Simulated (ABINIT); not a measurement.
## CsH (Pm-3m): G0W0 in ABINIT against the k mesh

Aim: move the k mesh of a G0W0 run on CsH (Pm-3m) over a wide range.

Method: LDA and many-body steps on it, plane waves, in ABINIT 10.8.3.

### Step 1. The structure

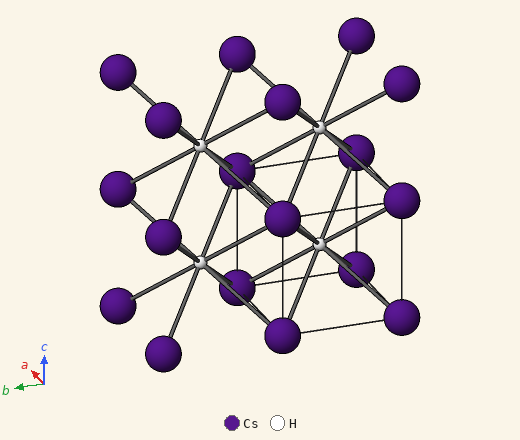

The starting structure, seen from a free direction (caesium purple, hydrogen white). 1×2×2 cells are drawn. Some periodic images of atoms are drawn too.

The cell and positions are those that the Materials Project relaxed with its own functionals (PBE, PBE+U or r2SCAN), kept fixed. Spin-orbit coupling is left out unless a step names it.

### Step 2. Empty states on the mesh, 4×4×4 mesh, 103 bands

This step: ABINIT 10.8.3; DFT, LDA, plane waves, norm-conserving pseudopotentials.

The sums over transitions need many empty states on a uniform mesh; this step solves for them.

run.abi reads:

```
acell 3*1.0 Angstrom
rprim 
  3.818408540000 0.000000000000 0.000000000000
  0.000000000000 3.818408540000 0.000000000000
  0.000000000000 0.000000000000 3.818408540000
ntypat 2
znucl 55 1
natom 2
typat 1 2
xred 
  0.000000000000 0.000000000000 0.000000000000
  0.500000000000 0.500000000000 0.500000000000
pp_dirpath "pseudos"
pseudos "Cs.upf, H.upf"
ecut 31
ngkpt 4 4 4
nshiftk 1
shiftk 0 0 0
kptopt 1
chksymbreak 0
irdden 1
istwfk *1
nband 103
prtvol 0
optdriver 6
gwr_task "HDIAGO"
paral_kgb 0
occopt 1
indata_prefix "in"
outdata_prefix "out"
tmpdata_prefix "tmp"
```

Started as:

```console
$ OMP_NUM_THREADS=1 mpirun -n 4 abinit run.abi > log
```

Numbers of over 12 decimals in the logs are rounded to 6 here.

The program printed:

```text
.Version 10.8.3 of ABINIT. v10.8.2 released Aug 2026.

 Symmetries : space group Pm -3 m (#221); Bravais cP (primitive cubic)
[... echo of the input left out ...]
== DATASET  1 ==================================================================
-   mpi_nproc: 4, omp_nthreads: 1 (-1 if OMP is not activated)

--- !DatasetInfo
iteration_state: {dtset: 1, }
dimensions: {natom: 2, nkpt: 10, mband: 103, nsppol: 1, nspinor: 1, nspden: 1, mpw: 3136, }
cutoff_energies: {ecut:  31.0, pawecutdg:  -1.0, }
[...]
Indirect band gap semiconductor
 Fundamental gap:     2.297 (eV)
   VBM:     2.652 (eV) at k: [ 5.0000E-01,  5.0000E-01,  5.0000E-01]
   CBM:     4.950 (eV) at k: [ 5.0000E-01,  0.0000E+00,  0.0000E+00]
 Direct gap:         2.488 (eV) at k: [ 5.0000E-01,  5.0000E-01,  5.0000E-01]

== END DATASET(S) ==============================================================
================================================================================

 -outvars: echo values of variables after computation  --------
           etotal      0.0000000000E+00
            nband         103
             nkpt          10
          spgroup         221
 [... the other variables as echoed above ...]

 Calculation completed.
```

It took 56 s on 4 MPI ranks of Arm Neoverse V2, shared host; peak memory 2.3 GiB; 3.7 min of CPU time.

This step gave:

```
gap                                                           : 2.297 eV
k of the valence top                                          : 0.5, 0.5, 0.5
k of the conduction bottom                                    : 0.5, 0, 0
least direct gap                                              : 2.488 eV
k points computed                                             : 10
lowest point of the top converged band, above the valence top : 66.6088 eV
```

On this mesh the gap is 2.297 eV.

The density comes from a self-consistent run that is not shown.

### Step 3. Empty states on the mesh, 2×2×2 mesh, 31 bands

run.abi: that of step 2 with these lines changed.

```diff
@@ -15,3 +15,3 @@
 ecut 31
-ngkpt 4 4 4
+ngkpt 2 2 2
 nshiftk 1
@@ -20,10 +20,10 @@
 chksymbreak 0
+iscf -2
 irdden 1
 istwfk *1
-nband 103
+nband 31
+nbdbuf 4
+tolwfr 1e-09
+nstep 60
 prtvol 0
-optdriver 6
-gwr_task "HDIAGO"
-paral_kgb 0
-occopt 1
 indata_prefix "in"
```

The program printed:

```text
.Version 10.8.3 of ABINIT. v10.8.2 released Aug 2026.

 Symmetries : space group Pm -3 m (#221); Bravais cP (primitive cubic)
[... echo of the input left out ...]
== DATASET  1 ==================================================================
-   mpi_nproc: 4, omp_nthreads: 1 (-1 if OMP is not activated)

--- !DatasetInfo
iteration_state: {dtset: 1, }
dimensions: {natom: 2, nkpt: 4, mband: 31, nsppol: 1, nspinor: 1, nspden: 1, mpw: 3136, }
cutoff_energies: {ecut:  31.0, pawecutdg:  -1.0, }
[...]
0.44219    0.44219    0.44219    0.45080    0.45080    0.45080    0.53651    0.53651
   0.53651    0.62005    0.65096    0.65096    0.69280    0.69280    0.69280    0.87511
   0.87511    0.87511    0.92479    0.95747    0.95747    0.95747    0.97717
 prteigrs : prtvol=0 or 1, do not print more k-points.

== END DATASET(S) ==============================================================
================================================================================

 -outvars: echo values of variables after computation  --------
            nband          31
             nkpt           4
          spgroup         221
 [... the other variables as echoed above ...]

 Calculation completed.
```

Elapsed: 3.6 s, on 4 MPI ranks; peak memory 0.25 GiB; 14 s of CPU time.

Numbers from this step:

| Quantity | Value |
| --- | --- |
| gap | 2.297 eV |
| k of the valence top | 0.5, 0.5, 0.5 |
| k of the conduction bottom | 0.5, 0, 0 |
| least direct gap | 2.488 eV |
| k points computed | 4 |
| lowest point of the top converged band, above the valence top | 22.22 eV |

On this mesh the gap is 2.297 eV.

### Step 4. Empty states on the mesh, 6×6×6 mesh, 31 bands

run.abi: that of step 3 with these lines changed.

```diff
@@ -15,3 +15,3 @@
 ecut 31
-ngkpt 2 2 2
+ngkpt 6 6 6
 nshiftk 1
```

The program printed:

```text
.Version 10.8.3 of ABINIT. v10.8.2 released Aug 2026.

 Symmetries : space group Pm -3 m (#221); Bravais cP (primitive cubic)
[... echo of the input left out ...]
== DATASET  1 ==================================================================
-   mpi_nproc: 4, omp_nthreads: 1 (-1 if OMP is not activated)

--- !DatasetInfo
iteration_state: {dtset: 1, }
dimensions: {natom: 2, nkpt: 20, mband: 31, nsppol: 1, nspinor: 1, nspden: 1, mpw: 3136, }
cutoff_energies: {ecut:  31.0, pawecutdg:  -1.0, }
[...]
0.44219    0.44219    0.44219    0.45080    0.45080    0.45080    0.53651    0.53651
   0.53651    0.62005    0.65096    0.65096    0.69280    0.69280    0.69280    0.87511
   0.87511    0.87511    0.92479    0.95747    0.95747    0.95747    0.97717
 prteigrs : prtvol=0 or 1, do not print more k-points.

== END DATASET(S) ==============================================================
================================================================================

 -outvars: echo values of variables after computation  --------
            nband          31
             nkpt          20
          spgroup         221
 [... the other variables as echoed above ...]

 Calculation completed.
```

Run time: 9.6 s. Hardware: 4 MPI ranks; peak memory 0.28 GiB.

Numbers from this step:

```
gap                                                           : 2.297 eV
k of the valence top                                          : 0.5, 0.5, 0.5
k of the conduction bottom                                    : 0.5, 0, 0
least direct gap                                              : 2.488 eV
k points computed                                             : 20
lowest point of the top converged band, above the valence top : 21.32 eV
```

On this mesh the gap is 2.297 eV.

### Step 5. Screening, 2×2×2 mesh, 27 bands, screening to 106.1 eV

The RPA dielectric matrix is built and inverted for each q.

This step: RPA screening on LDA, plane waves, norm-conserving pseudopotentials.

run.abi: that of step 4 with these lines changed.

```diff
@@ -15,3 +15,3 @@
 ecut 31
-ngkpt 6 6 6
+ngkpt 2 2 2
 nshiftk 1
@@ -20,10 +20,11 @@
 chksymbreak 0
-iscf -2
-irdden 1
 istwfk *1
-nband 31
-nbdbuf 4
-tolwfr 1e-09
-nstep 60
-prtvol 0
+occopt 1
+irdwfk 1
+optdriver 3
+nband 27
+ecuteps 3.9
+inclvkb 2
+awtr 1
+symchi 1
 indata_prefix "in"
```

The program printed:

```text
.Version 10.8.3 of ABINIT. v10.8.2 released Aug 2026.

 Symmetries : space group Pm -3 m (#221); Bravais cP (primitive cubic)
[... echo of the input left out ...]
== DATASET  1 ==================================================================
-   mpi_nproc: 4, omp_nthreads: 1 (-1 if OMP is not activated)

--- !DatasetInfo
iteration_state: {dtset: 1, }
dimensions: {natom: 2, nkpt: 4, mband: 27, nsppol: 1, nspinor: 1, nspden: 1, mpw: 3136, }
cutoff_energies: {ecut:  31.0, pawecutdg:  -1.0, }
electrons: {nelect:   1.00000000E+01, charge:   0.00000000E+00, occopt:   1.00000000E+00, tsmear:   1.00000000E-02, }

 SCREENING: Calculation of the susceptibility and dielectric matrices

 Based on a program developped by R.W. Godby, V. Olevano, G. Onida, and L. Reining.
 Incorporated in ABINIT by V. Olevano, G.-M. Rignanese, and M. Torrent.
.Using double precision arithmetic ; gwpc =  8

[... cell and pseudopotentials left out ...]
--------------------------------------------------------------------------------

 ==== K-mesh for the wavefunctions ====
 Number of points in the irreducible wedge :     4
[... list of points left out ...]
 Together with 48 symmetry operations and time-reversal symmetry
 yields     8 points in the full Brillouin Zone.

 ==== Q-mesh for the screening function ====
 Number of points in the irreducible wedge :     4
[... list of points left out ...]
 Together with 48 symmetry operations and time-reversal symmetry
 yields     8 points in the full Brillouin Zone.

 setmesh: FFT mesh size selected  =    25x   25x   25
          total number of points  =        15625

 vcoul_init : cutoff-mode = AUXILIARY_FUNCTION
 q-points for optical limit:   1
     1)      0.000010    0.000020    0.000030

- screening: taking advantage of time-reversal symmetry
- Maximum band index for partially occupied states nbvw = 5
- Remaining bands to be divided among processors   nbcw = 22
- Number of bands treated by each node ~5

 Number of electrons calculated from density =   10.0000; Expected =   10.0000
 average of density, n =  0.026617
 r_s =    2.0777
 omega_plasma =   15.7374 [eV]

 calculating chi0 at frequencies [eV] :
  1    0.000000E+00    0.000000E+00
  2    0.000000E+00    1.573743E+01

--------------------------------------------------------------------------------
  q-point number  1        q = ( 0.000000, 0.000000, 0.000000) [r.l.u.]
--------------------------------------------------------------------------------
[... chi0 elements left out ...]
 For q-point:  0.000010 0.000020 0.000030
  dielectric constant =   7.5419
  dielectric constant without local fields =   8.6270

  Average fulfillment of the sum rule on Im[epsilon] for q-point    1 :     49.48  [%]
[... wings left out ...]
  q-point number  2        q = ( 0.500000, 0.000000, 0.000000) [r.l.u.]
--------------------------------------------------------------------------------
[... chi0 elements left out ...]
  Average fulfillment of the sum rule on Im[epsilon] for q-point    2 :     73.43  [%]

 [... 2 further q-points ...]
```

Elapsed: 2.1 s, on 4 MPI ranks; peak memory 0.1 GiB; 7.9 s of CPU time.

This step gave:

| Item | Value |
| --- | --- |
| ε∞ with local fields, on this mesh, along the program's q direction | 7.542 |
| the same without local fields | 8.627 |
| plasma frequency | 15.74 eV |
| plane waves in the screening matrix | 147 |

Local fields lower ε∞ by 13 %. On a Γ-centred mesh this coarse the value itself is usually too large, while a short band sum pulls it down.

### Step 6. 2×2×2

This step: G0W0 on LDA, plane waves, norm-conserving pseudopotentials.

run.abi: that of step 5 with these lines changed.

```diff
@@ -23,8 +23,19 @@
 irdwfk 1
-optdriver 3
+optdriver 4
 nband 27
+gwcalctyp 0
+ecutsigx 31
+symsigma 1
+nkptgw 3
+kptgw 
+  0.5000000000 0.5000000000 0.5000000000
+  0.5000000000 0.0000000000 0.0000000000
+  0.0000000000 0.0000000000 0.0000000000
+bdgw 
+  2 8
+  3 7
+  2 7
 ecuteps 3.9
-inclvkb 2
-awtr 1
-symchi 1
+irdscr 1
+ppmodel 1
 indata_prefix "in"
```

The program printed:

```text
.Version 10.8.3 of ABINIT. v10.8.2 released Aug 2026.

 Symmetries : space group Pm -3 m (#221); Bravais cP (primitive cubic)
[... echo of the input left out ...]
== DATASET  1 ==================================================================
-   mpi_nproc: 4, omp_nthreads: 1 (-1 if OMP is not activated)

--- !DatasetInfo
iteration_state: {dtset: 1, }
dimensions: {natom: 2, nkpt: 4, mband: 27, nsppol: 1, nspinor: 1, nspden: 1, mpw: 3136, }
cutoff_energies: {ecut:  31.0, pawecutdg:  -1.0, }
electrons: {nelect:   1.00000000E+01, charge:   0.00000000E+00, occopt:   1.00000000E+00, tsmear:   1.00000000E-02, }

 SIGMA: Calculation of the GW corrections

 Based on a program developped by R.W. Godby, V. Olevano, G. Onida, and L. Reining.
 Incorporated in ABINIT by V. Olevano, G.-M. Rignanese, and M. Torrent.
.Using double precision arithmetic ; gwpc =  8

[... cell and pseudopotentials left out ...]
--------------------------------------------------------------------------------

 ==== K-mesh for the wavefunctions ====
 Number of points in the irreducible wedge :     4
[... list of points left out ...]
 Together with 48 symmetry operations and time-reversal symmetry
 yields     8 points in the full Brillouin Zone.

 ==== Q-mesh for screening function ====
 Number of points in the irreducible wedge :     4
[... list of points left out ...]
 Together with 48 symmetry operations and time-reversal symmetry
 yields     8 points in the full Brillouin Zone.

 vcoul_init : cutoff-mode = AUXILIARY_FUNCTION
 q-points for optical limit:   1
     1)      0.000010    0.000020    0.000030
 setmesh: FFT mesh size selected  =    40x   40x   40
          total number of points  =        64000

 Number of electrons calculated from density =   10.0000; Expected =   10.0000
 average of density, n =  0.026617
 r_s =    2.0777
 omega_plasma =   15.7374 [eV]

 === KS Band Gaps ===
  >>>> For spin  1
   Minimum direct gap =   2.4881 [eV], located at k-point      :   0.5000  0.5000  0.5000
   Fundamental gap    =   2.2974 [eV], Top of valence bands at :   0.5000  0.5000  0.5000
                                       Bottom of conduction at :   0.5000  0.0000  0.0000
 SIGMA fundamental parameters:
 PLASMON POLE MODEL  1
 number of plane-waves for SigmaX                 3071
 number of plane-waves for SigmaC and W            147
 number of plane-waves for wavefunctions          3071
 number of bands                                    27
 number of independent spin polarizations            1
 number of spinorial components                      1
 number of k-points in IBZ                           4
 number of q-points in IBZ                           4
 number of symmetry operations                      48
 number of k-points in BZ                            8
 number of q-points in BZ                            8
 number of frequencies for dSigma/dE                 9
 frequency step for dSigma/dE [eV]                0.25
 number of omega for Sigma on real axis              0
 max omega for Sigma on real axis  [eV]           0.00
 zcut for avoiding poles [eV]                     0.10

 EPSILON^-1 parameters (SCR file):
 dimension of the eps^-1 matrix on file            147
 dimension of the eps^-1 matrix used               147
 number of plane-waves for wavefunctions          3071
 number of bands                                    27
 number of q-points in IBZ                           4
 number of frequencies                               2
 number of real frequencies                          1
 number of imag frequencies                          1

 matrix elements of self-energy operator (all in [eV])

 Perturbative Calculation

--- !SelfEnergy_ee
iteration_state: {dtset: 1, }
kpoint     : [   0.500,    0.500,    0.500, ]
spin       : 1
KS_gap     :    2.488
QP_gap     :    3.871
Delta_QP_KS:    1.383
data: !SigmaeeData |
     Band     E0 <VxcDFT>   SigX SigC(E0)      Z dSigC/dE  Sig(E)    E-E0       E
        2  -6.265 -12.522 -16.786   3.248   0.766  -0.305 -13.300  -0.778  -7.043
        3  -6.265 -12.522 -16.786   3.248   0.766  -0.305 -13.300  -0.778  -7.043
        4  -6.265 -12.522 -16.786   3.248   0.766  -0.305 -13.300  -0.778  -7.043
        5   2.652  -9.827 -13.065   2.686   0.759  -0.317 -10.246  -0.419   2.233
        6   5.141  -7.786  -3.442  -3.150   0.806  -0.240  -6.822   0.964   6.104
        7   5.141  -7.786  -3.442  -3.150   0.806  -0.240  -6.822   0.964   6.104
[...]
--- !SelfEnergy_ee
iteration_state: {dtset: 1, }
kpoint     : [   0.500,    0.000,    0.000, ]
spin       : 1
KS_gap     :    2.559
QP_gap     :    4.012
Delta_QP_KS:    1.453
data: !SigmaeeData |
     Band     E0 <VxcDFT>   SigX SigC(E0)      Z dSigC/dE  Sig(E)    E-E0       E
[...]
--- !SelfEnergy_ee
iteration_state: {dtset: 1, }
kpoint     : [   0.000,    0.000,    0.000, ]
spin       : 1
KS_gap     :    5.220
QP_gap     :    6.801
Delta_QP_KS:    1.581
data: !SigmaeeData |
     Band     E0 <VxcDFT>   SigX SigC(E0)      Z dSigC/dE  Sig(E)    E-E0       E
[...]
5   0.539  -8.732 -11.847   2.569   0.758  -0.320  -9.146  -0.414   0.125
        6   5.759  -8.450  -3.545  -3.448   0.801  -0.249  -7.283   1.167   6.926
        7   5.759  -8.450  -3.545  -3.448   0.801  -0.249  -7.283   1.167   6.926

== END DATASET(S) ==============================================================
================================================================================

 -outvars: echo values of variables after computation  --------
           etotal      0.0000000000E+00
            nband          27
             nkpt           4
          spgroup         221
 [... the other variables as echoed above ...]

 Calculation completed.
```

The job ended after 2.6 s (4 MPI ranks; peak memory 0.13 GiB).

Numbers from this step:

```yaml
g0w0_gap_on_the_points_computed: 3.757 eV
starting_gap_on_the_mesh: 2.297 eV
k_of_the_valence_top: 0.5, 0.5, 0.5
k_of_the_conduction_bottom: 0.5, 0, 0
z_at_the_valence_top: 0.759
z_at_the_conduction_bottom: 0.807
least_direct_g0w0_gap_on_the_computed_points: 3.871 eV
```

[end of part 1 of 2]

[Paths, hosts, dates, memory and timing lines, banners, echoed tables and standing remarks are left out of the program output.]

[Logs are printed without paths, hosts, clocks, repeated set-up lines and the standing remarks that a program may print on its own settings, such as how far it seeks lower states.]

[Runs of the session that timed out or met a known fault of the program may be left out.]

[Hosts, paths, dates, database ids (printed as entryN), source tags and the programs' standing remarks are cut or masked in the printed files.]

[G0W0 gaps are taken among the corrected bands and points alone; a level outside them can change the order at an edge.]

[Where Ansatz stands beside ABINIT at settings called matched, ABINIT's density can come from a denser mesh and the files from another edition; pairs whose starting gaps differed by over 0.03 eV were left out, so agreement reads better than it is.]
